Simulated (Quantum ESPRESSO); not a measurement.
## Magnetic state of MnS (Browneite) from several starts

Aim: find out which collinear order of MnS (Browneite) costs least.

Program: Quantum ESPRESSO 7.5. Level of theory: PBEsol; plane waves with GBRV 1.5 PBEsol potentials, no spin-orbit coupling. Results are calculated unless marked as measured.

### 1. The starting structure

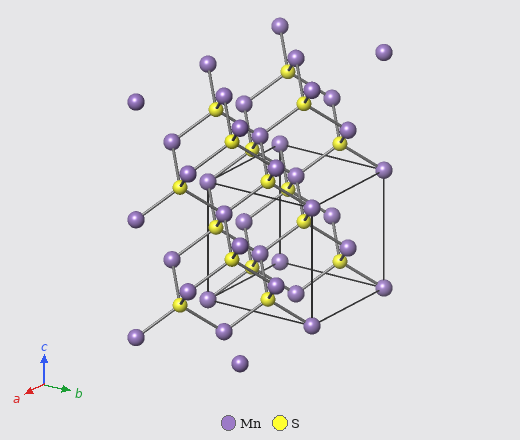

The starting structure, seen from a free direction (manganese light purple, sulfur yellow). 2×1×2 cells are drawn. This picture shows the conventional cell, with its axes. Bonds to atoms that aren't drawn are left out. Some periodic images of atoms are drawn too.

The cell comes from the Crystallography Open Database.

### 2. Run 1, typed as ferro +

The signs are those of the starting moments on the seeded atoms, the atoms that are given a moment.

pw.in reads:

```
&CONTROL
  calculation = 'scf'
  prefix = 'pwscf'
  outdir = './tmp'
  pseudo_dir = './pseudo'
  disk_io = 'nowf'
/
&SYSTEM
  ibrav = 0
  nat = 2
  ntyp = 2
  ecutwfc = 40
  ecutrho = 280
  nbnd = 19
  occupations = 'smearing'
  smearing = 'fd'
  degauss = 0.00367493
  nspin = 2
  starting_magnetization(1) = 0.3
  starting_magnetization(2) = 0
/
&ELECTRONS
  conv_thr = 4d-09
  electron_maxstep = 150
  mixing_beta = 0.3
/
ATOMIC_SPECIES
Mn     54.9380 mn_pbesol_v1.5.uspp.F.UPF
S      32.0600 s_pbesol_v1.4.uspp.F.UPF
CELL_PARAMETERS angstrom
   0.0000000000    2.8000000000    2.8000000000
   2.8000000000    0.0000000000    2.8000000000
   2.8000000000    2.8000000000    0.0000000000
ATOMIC_POSITIONS crystal
Mn      0.0000000000    0.0000000000    0.0000000000
S       0.2500000000    0.2500000000    0.2500000000
K_POINTS automatic
6 6 6 0 0 0
```

Command:

```
$ OMP_NUM_THREADS=1 mpirun -n 4 pw.x -nk 4 -in pw.in > pw.out
```

Output:

```text
Program PWSCF v.7.5 starts

     Message from routine setup:
     using ibrav=0 with symmetry is DISCOURAGED, use correct ibrav instead

     K-points division:     npool     =       4
     Subspace diagonalization in iterative solution of the eigenvalue problem:

     G-vector sticks info
     --------------------
     sticks:   dense  smooth     PW     G-vecs:    dense   smooth      PW
     Sum        1069     613    199                23409    10081    1807

     Using Slab Decomposition

     bravais-lattice index     =            0
     lattice parameter (alat)  =       7.4829  a.u.
     unit-cell volume          =     296.2789 (a.u.)^3
     number of atoms/cell      =            2
     number of atomic types    =            2
     number of electrons       =        21.00
     number of Kohn-Sham states=           19
     kinetic-energy cutoff     =      40.0000  Ry
     charge density cutoff     =     280.0000  Ry
     scf convergence threshold =      4.0E-09
     mixing beta               =       0.3000
     number of iterations used =            8  plain     mixing
     Exchange-correlation= SLA  PW   PSX  PSC
                           (   1   4  10   8   0   0   0)

     celldm(1)=   7.482934  celldm(2)=   0.000000  celldm(3)=   0.000000
     celldm(4)=   0.000000  celldm(5)=   0.000000  celldm(6)=   0.000000

     crystal axes: (cart. coord. in units of alat)
               a(1) = (   0.000000   0.707107   0.707107 )
               a(2) = (   0.707107   0.000000   0.707107 )
               a(3) = (   0.707107   0.707107   0.000000 )

     reciprocal axes: (cart. coord. in units 2 pi/alat)
               b(1) = ( -0.707107  0.707107  0.707107 )
               b(2) = (  0.707107 -0.707107  0.707107 )
               b(3) = (  0.707107  0.707107 -0.707107 )

     PseudoPot. # 1 for Mn read from file:
     mn_pbesol_v1.5.uspp.F.UPF
     Pseudo is Ultrasoft + core correction, Zval = 15.0
     Generated by new atomic code, or converted to UPF format
     Using radial grid of  859 points,  6 beta functions with:
                l(1) =   0
                l(2) =   0
                l(3) =   1
                l(4) =   1
                l(5) =   2
                l(6) =   2
     Q(r) pseudized with  8 coefficients,  rinner =    0.950   0.950   0.950
                                                       0.950   0.950

     PseudoPot. # 2 for S  read from file:
     s_pbesol_v1.4.uspp.F.UPF
     Pseudo is Ultrasoft + core correction, Zval =  6.0
     Generated by new atomic code, or converted to UPF format
     Using radial grid of  907 points,  6 beta functions with:
                l(1) =   0
                l(2) =   0
                l(3) =   1
                l(4) =   1
                l(5) =   2
                l(6) =   2
     Q(r) pseudized with  8 coefficients,  rinner =    1.300   1.300   1.300
                                                       1.300   1.300

     atomic species   valence    mass     pseudopotential
     Mn               15.00    54.93800     Mn( 1.00)
     S                 6.00    32.06000     S ( 1.00)

     Starting magnetic structure
     atomic species   magnetization
     Mn              0.300
     S               0.000

     24 Sym. Ops. (no inversion) found

   Cartesian axes

     site n.     atom                  positions (alat units)
         1        Mn     tau(   1) = (   0.0000000   0.0000000   0.0000000  )
         2        S      tau(   2) = (   0.3535534   0.3535534   0.3535534  )

     number of k points=    16  Fermi-Dirac smearing, width (Ry)=  0.0037
                       cart. coord. in units 2pi/alat
        k(    1) = (   0.0000000   0.0000000   0.0000000), wk =   0.0046296
        k(    2) = (   0.1178511   0.1178511  -0.1178511), wk =   0.0370370
        k(    3) = (   0.2357023   0.2357023  -0.2357023), wk =   0.0370370
        k(    4) = (  -0.3535534  -0.3535534   0.3535534), wk =   0.0185185
        k(    5) = (   0.2357023   0.0000000  -0.0000000), wk =   0.0277778
        [... 11 further k-points ...]

     Dense  grid:    23409 G-vectors     FFT dimensions: (  40,  40,  40)

     Smooth grid:    10081 G-vectors     FFT dimensions: (  32,  32,  32)

     Check: negative core charge=   -0.000032
     Generating pointlists ...
     new r_m :   0.2526 (alat units)  1.8902 (a.u.) for type    1
     new r_m :   0.2526 (alat units)  1.8902 (a.u.) for type    2

     Initial potential from superposition of free atoms

     starting charge      20.4999, renormalised to      21.0000
     Starting wfcs are   17 randomized atomic wfcs +    2 random wfcs

     Self-consistent Calculation

     iteration #  1     ecut=    40.00 Ry     beta= 0.30
     Davidson diagonalization with overlap
     ethr =  1.00E-02,  avg # of iterations =  6.0

     total energy              =    -234.94621858 Ry
     estimated scf accuracy    <       0.75784198 Ry

     total magnetization       =     4.53 Bohr mag/cell
     absolute magnetization    =     4.53 Bohr mag/cell

     iteration #  2     ecut=    40.00 Ry     beta= 0.30
     Davidson diagonalization with overlap
     ethr =  3.61E-03,  avg # of iterations =  1.8

     total energy              =    -235.12856183 Ry
     estimated scf accuracy    <       0.05942508 Ry

     total magnetization       =     4.70 Bohr mag/cell
     absolute magnetization    =     4.70 Bohr mag/cell

     iteration #  3     ecut=    40.00 Ry     beta= 0.30
     Davidson diagonalization with overlap
     ethr =  2.83E-04,  avg # of iterations =  3.2

     negative rho (up, down):  0.000E+00 6.073E-05

     total energy              =    -235.14105496 Ry
     estimated scf accuracy    <       0.00980010 Ry

     total magnetization       =     4.79 Bohr mag/cell
     absolute magnetization    =     4.79 Bohr mag/cell

     [... further iterations left out ...]

     iteration #  8     ecut=    40.00 Ry     beta= 0.30
     Davidson diagonalization with overlap
     ethr =  3.14E-08,  avg # of iterations =  2.0

     negative rho (up, down):  0.000E+00 4.198E-04

     total energy              =    -235.14296987 Ry
     estimated scf accuracy    <       0.00000101 Ry

     total magnetization       =     4.87 Bohr mag/cell
     absolute magnetization    =     4.87 Bohr mag/cell

     iteration #  9     ecut=    40.00 Ry     beta= 0.30
     Davidson diagonalization with overlap
     ethr =  4.80E-09,  avg # of iterations =  2.2

     negative rho (up, down):  0.000E+00 4.197E-04

     total energy              =    -235.14297030 Ry
     estimated scf accuracy    <       0.00000035 Ry

     total magnetization       =     4.87 Bohr mag/cell
     absolute magnetization    =     4.87 Bohr mag/cell

     iteration # 10     ecut=    40.00 Ry     beta= 0.30
     Davidson diagonalization with overlap
     ethr =  1.68E-09,  avg # of iterations =  2.1

     negative rho (up, down):  0.000E+00 4.199E-04

     total energy              =    -235.14297039 Ry
     estimated scf accuracy    <          9.0E-09 Ry

     total magnetization       =     4.87 Bohr mag/cell
     absolute magnetization    =     4.87 Bohr mag/cell

     iteration # 11     ecut=    40.00 Ry     beta= 0.30
     Davidson diagonalization with overlap
     ethr =  4.29E-11,  avg # of iterations =  3.8

     negative rho (up, down):  0.000E+00 4.198E-04

     Magnetic moment per site  (integrated on atomic sphere of radius R)
     atom   1 (R=0.253)  charge= 12.9394  magn=  4.1303
     atom   2 (R=0.253)  charge=  4.1916  magn=  0.1114

     End of self-consistent calculation

     [... lines left out ...]
     the Fermi energy is     7.3185 ev

!    total energy              =    -235.14297041 Ry
     estimated scf accuracy    <          1.8E-09 Ry
     smearing contrib. (-TS)   =      -0.00066092 Ry
     internal energy E=F+TS    =    -235.14230949 Ry

     The total energy is F=E-TS. E is the sum of the following terms:
     one-electron contribution =    -157.97158595 Ry
     hartree contribution      =      84.33143626 Ry
     xc contribution           =     -34.78335548 Ry
     ewald contribution        =    -126.71880431 Ry

     total magnetization       =     4.87 Bohr mag/cell
     absolute magnetization    =     4.87 Bohr mag/cell

     convergence has been achieved in  11 iterations

=------------------------------------------------------------------------------=
   JOB DONE.
=------------------------------------------------------------------------------=
```

Run time: 6.1 s. Hardware: 4 MPI ranks of AMD EPYC 9R14 (Zen 4), shared host; peak memory 0.35 GiB; 23 s of CPU time.

Spin moment in the atom's sphere by atom:

```
atom  spin moment in the atom's sphere (μB)
 Mn1                                   4.13
  S2                                   0.11
```

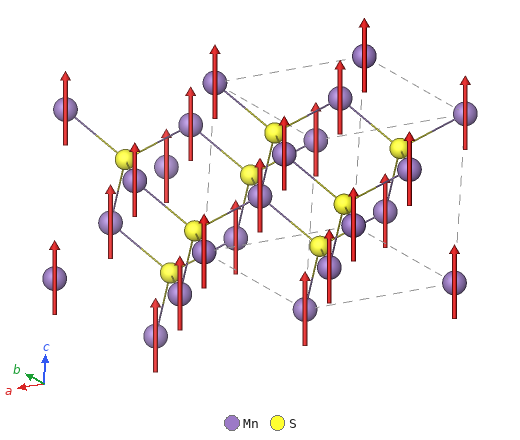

Spin moment in the atom's sphere as arrows, the longest 4.13 μB. Up and down stand for the sign. Arrows give size and sign along the axis of quantisation, drawn up and down the page. Bonds to atoms that aren't drawn are left out. 2×1×1 conventional cells are drawn. Some periodic images of atoms are drawn too.

Numbers from this step:

```
smearing term TS       : 0.008992 eV
magnetization          : 4.875 μB
absolute magnetization : 4.875 μB
final state            : ferromagnetic
```

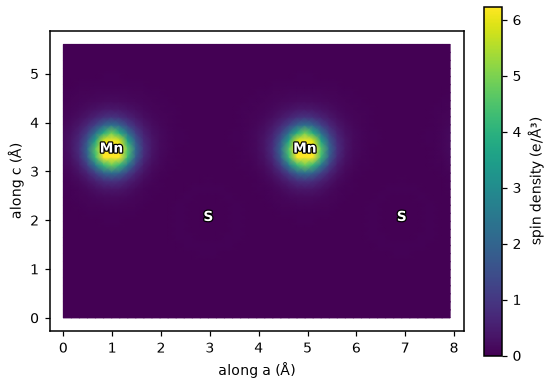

Spin density in the ac plane of a cell with a along [110], b along [-110] and c along [001] of the cube at fractional y = 0.000, with atoms of Mn and S within 0.2 Å of it. The map starts off the cell's origin, so that atoms lie inside it.

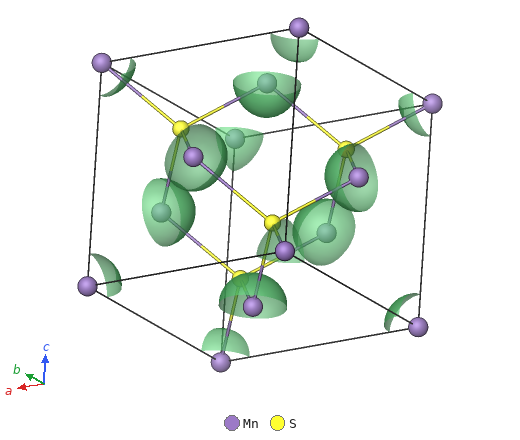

Surface of spin density = 0.41 e/Å³, which holds about 70 % of the integral of its size. Bonds to atoms that aren't drawn are left out.

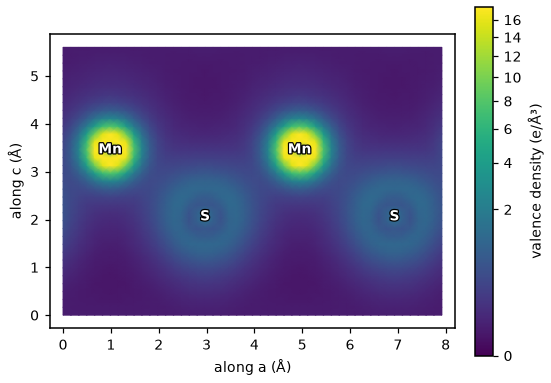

Valence density in the ac plane of a cell with a along [110], b along [-110] and c along [001] of the cube at fractional y = 0.000, with atoms of Mn and S within 0.2 Å of it. It is the smooth field of the valence electrons, not physical close to the nuclei. The map starts off the cell's origin, so that atoms lie inside it. The colour scale is stretched toward low values.

### 3. Run 2 (antiferro q=(0,1/2,1/2) +−)

The cell is doubled to 4 atoms to hold this order. The wavevector q is in fractions of the reciprocal vectors of the crystal's primitive cell, as the cells of these inputs are built from it; moments change sign between cells as cos(2π q·R).

pw.in reads:

```
&CONTROL
  calculation = 'scf'
  prefix = 'pwscf'
  outdir = './tmp'
  pseudo_dir = './pseudo'
  disk_io = 'nowf'
/
&SYSTEM
  ibrav = 0
  nat = 4
  ntyp = 3
  ecutwfc = 40
  ecutrho = 280
  nbnd = 30
  occupations = 'smearing'
  smearing = 'fd'
  degauss = 0.00367493
  nspin = 2
  starting_magnetization(1) = 0.3
  starting_magnetization(2) = -0.3
  starting_magnetization(3) = 0
/
&ELECTRONS
  conv_thr = 8d-09
  electron_maxstep = 150
  mixing_beta = 0.3
/
ATOMIC_SPECIES
Mn1    54.9380 mn_pbesol_v1.5.uspp.F.UPF
Mn2    54.9380 mn_pbesol_v1.5.uspp.F.UPF
S      32.0600 s_pbesol_v1.4.uspp.F.UPF
CELL_PARAMETERS angstrom
   0.0000000000    2.8000000000    2.8000000000
   5.6000000000    0.0000000000    5.6000000000
   5.6000000000    2.8000000000    2.8000000000
ATOMIC_POSITIONS crystal
Mn1     0.0000000000    0.0000000000    0.0000000000
Mn2     0.0000000000    0.5000000000    0.0000000000
S       0.2500000000    0.0000000000    0.2500000000
S       0.2500000000    0.5000000000    0.2500000000
K_POINTS automatic
6 3 6 0 0 0
```

Output:

```text
[banner, memory and clock lines left out]
Program PWSCF v.7.5 starts

     Message from routine setup:
     using ibrav=0 with symmetry is DISCOURAGED, use correct ibrav instead

     bravais-lattice index     =            0
     lattice parameter (alat)  =       7.4829  a.u.
     unit-cell volume          =     592.5578 (a.u.)^3
     number of atoms/cell      =            4
     number of atomic types    =            3
     number of electrons       =        42.00
     number of Kohn-Sham states=           30
     kinetic-energy cutoff     =      40.0000  Ry
     charge density cutoff     =     280.0000  Ry
     scf convergence threshold =      8.0E-09
     mixing beta               =       0.3000
     number of iterations used =            8  plain     mixing
     Exchange-correlation= SLA  PW   PSX  PSC
                           (   1   4  10   8   0   0   0)

     celldm(1)=   7.482934  celldm(2)=   0.000000  celldm(3)=   0.000000
     celldm(4)=   0.000000  celldm(5)=   0.000000  celldm(6)=   0.000000

     crystal axes: (cart. coord. in units of alat)
               a(1) = (   0.000000   0.707107   0.707107 )
               a(2) = (   1.414214   0.000000   1.414214 )
               a(3) = (   1.414214   0.707107   0.707107 )

     reciprocal axes: (cart. coord. in units 2 pi/alat)
               b(1) = ( -0.707107  0.707107  0.707107 )
               b(2) = (  0.000000 -0.707107  0.707107 )
               b(3) = (  0.707107  0.707107 -0.707107 )

     PseudoPot. # 1 for Mn read from file:
     mn_pbesol_v1.5.uspp.F.UPF
     Pseudo is Ultrasoft + core correction, Zval = 15.0

     PseudoPot. # 2 for Mn read from file:
     mn_pbesol_v1.5.uspp.F.UPF
     Pseudo is Ultrasoft + core correction, Zval = 15.0

     PseudoPot. # 3 for S  read from file:
     s_pbesol_v1.4.uspp.F.UPF
     Pseudo is Ultrasoft + core correction, Zval =  6.0

     atomic species   valence    mass     pseudopotential
     Mn1              15.00    54.93800     Mn( 1.00)
     Mn2              15.00    54.93800     Mn( 1.00)
     S                 6.00    32.06000     S ( 1.00)

     Starting magnetic structure
     atomic species   magnetization
     Mn1             0.300
     Mn2            -0.300
     S               0.000

      8 Sym. Ops. (no inversion) found

   Cartesian axes

     site n.     atom                  positions (alat units)
         1        Mn1    tau(   1) = (   0.0000000   0.0000000   0.0000000  )
         2        Mn2    tau(   2) = (   0.7071068   0.0000000   0.7071068  )
         3        S      tau(   3) = (   0.3535534   0.3535534   0.3535534  )
         4        S      tau(   4) = (   1.0606602   0.3535534   1.0606602  )

     number of k points=    20  Fermi-Dirac smearing, width (Ry)=  0.0037
                       cart. coord. in units 2pi/alat
        k(    1) = (   0.0000000   0.0000000   0.0000000), wk =   0.0092593
        k(    2) = (   0.1178511   0.1178511  -0.1178511), wk =   0.0740741
        k(    3) = (   0.2357023   0.2357023  -0.2357023), wk =   0.0740741
        k(    4) = (  -0.3535534  -0.3535534   0.3535534), wk =   0.0185185
        k(    5) = (   0.0000000  -0.2357023   0.2357023), wk =   0.0370370
        [... 15 further k-points ...]

     Dense  grid:    46901 G-vectors     FFT dimensions: (  40,  80,  72)

     Smooth grid:    20215 G-vectors     FFT dimensions: (  32,  64,  54)

     Check: negative core charge=   -0.000033
     Generating pointlists ...
     new r_m :   0.2526 (alat units)  1.8902 (a.u.) for type    1
     new r_m :   0.2526 (alat units)  1.8902 (a.u.) for type    2
     new r_m :   0.2526 (alat units)  1.8902 (a.u.) for type    3

     Initial potential from superposition of free atoms

     starting charge      40.9998, renormalised to      42.0000
     Starting wfcs are   34 randomized atomic wfcs

     Self-consistent Calculation

     iteration #  1     ecut=    40.00 Ry     beta= 0.30
     Davidson diagonalization with overlap
     ethr =  1.00E-02,  avg # of iterations =  4.2

     total energy              =    -469.99403102 Ry
     estimated scf accuracy    <       1.36190468 Ry

     total magnetization       =    -0.00 Bohr mag/cell
     absolute magnetization    =     8.69 Bohr mag/cell

     iteration #  2     ecut=    40.00 Ry     beta= 0.30
     Davidson diagonalization with overlap
     ethr =  3.24E-03,  avg # of iterations =  2.0

     total energy              =    -470.30866698 Ry
     estimated scf accuracy    <       0.06847923 Ry

     total magnetization       =    -0.00 Bohr mag/cell
     absolute magnetization    =     8.75 Bohr mag/cell

     [... further iterations left out ...]

     iteration # 12     ecut=    40.00 Ry     beta= 0.30
     Davidson diagonalization with overlap
     ethr =  1.03E-10,  avg # of iterations =  2.2

     negative rho (up, down):  1.969E-04 1.969E-04

     total energy              =    -470.32813194 Ry
     estimated scf accuracy    <       0.00000001 Ry

     total magnetization       =    -0.00 Bohr mag/cell
     absolute magnetization    =     8.97 Bohr mag/cell

     iteration # 13     ecut=    40.00 Ry     beta= 0.30
     Davidson diagonalization with overlap
     ethr =  2.91E-11,  avg # of iterations =  2.1

     negative rho (up, down):  1.968E-04 1.968E-04

     Magnetic moment per site  (integrated on atomic sphere of radius R)
     atom   1 (R=0.253)  charge= 12.9505  magn=  3.9668
     atom   2 (R=0.253)  charge= 12.9505  magn= -3.9668
     atom   3 (R=0.253)  charge=  4.1769  magn=  0.0000
     atom   4 (R=0.253)  charge=  4.1769  magn= -0.0000

     End of self-consistent calculation

     [... lines left out ...]
     the Fermi energy is     7.1382 ev

!    total energy              =    -470.32813196 Ry
     estimated scf accuracy    <          6.9E-10 Ry
     smearing contrib. (-TS)   =      -0.00000002 Ry
     internal energy E=F+TS    =    -470.32813194 Ry

     The total energy is F=E-TS. E is the sum of the following terms:
     one-electron contribution =    -316.12080585 Ry
     hartree contribution      =     168.72449991 Ry
     xc contribution           =     -69.49421738 Ry
     ewald contribution        =    -253.43760863 Ry

     total magnetization       =    -0.00 Bohr mag/cell
     absolute magnetization    =     8.97 Bohr mag/cell

     convergence has been achieved in  13 iterations
```

It took 30 s on 4 MPI ranks; peak memory 0.64 GiB; 2 min of CPU time.

Spin moment in the atom's sphere by atom:

```
atom  spin moment in the atom's sphere (μB)
 Mn1                                   3.97
 Mn2                                  -3.97
  S3                                   0.00
  S4                                   0.00
```

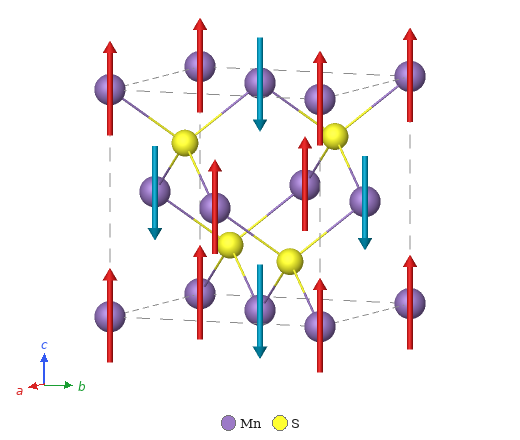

Spin moment in the atom's sphere as arrows, the longest 3.97 μB. Up and down stand for the sign. Arrows give size and sign along the axis of quantisation, drawn up and down the page. The two directions have two colours. Bonds to atoms that aren't drawn are left out. Some periodic images of atoms are drawn too.

Read from the output:

```
smearing term TS       : 2.50e-7 eV
magnetization          : 0 μB
absolute magnetization : 8.974 μB
final state            : antiferromagnetic
```

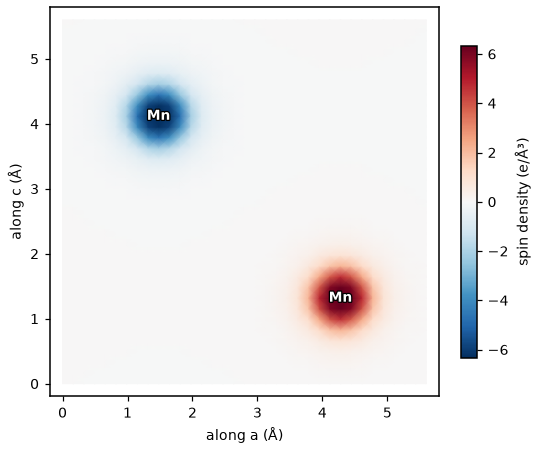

Spin density in the ac plane of the conventional cell at fractional y = 0.000, with atoms of Mn within 0.2 Å of it. The map starts off the cell's origin, so that atoms lie inside it.

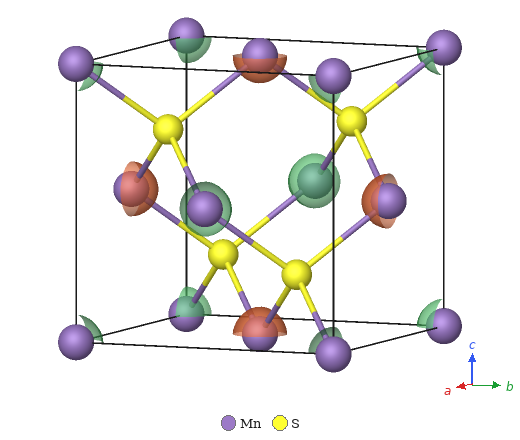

Surfaces of spin density = ±1.6 e/Å³, which hold about 50 % of the integral of its size. The two colours are the two signs. Bonds to atoms that aren't drawn are left out.

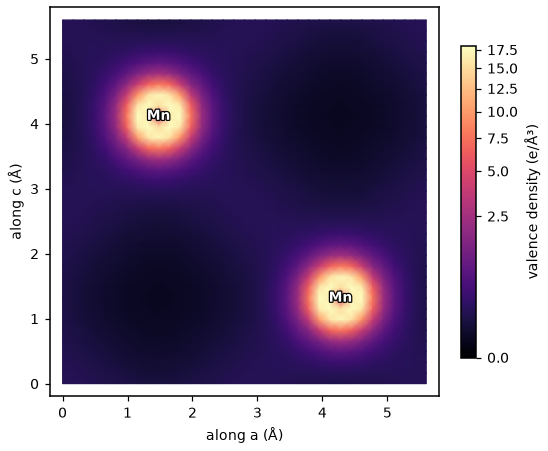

Valence density in the ac plane of the conventional cell at fractional y = 0.000, with atoms of Mn within 0.2 Å of it. It is the smooth field of the valence electrons, not physical close to the nuclei. The map starts off the cell's origin, so that atoms lie inside it. The colour scale is stretched toward low values.

(Continued in part 2 of 2.)

[Logs and program files are shortened in this print: banners, set-up blocks, solver, clock and traceback lines can be left out without a mark of their own.]

[Logs are printed without paths, hosts, clocks, repeated set-up lines and the standing remarks that a program may print on its own settings, such as how far it seeks lower states.]

[Hosts, paths, dates, database ids (printed as entryN), source tags and the programs' standing remarks are cut or masked in the printed files.]

[Where a cell is said to come from a database of computed structures, the database is the Materials Project.]
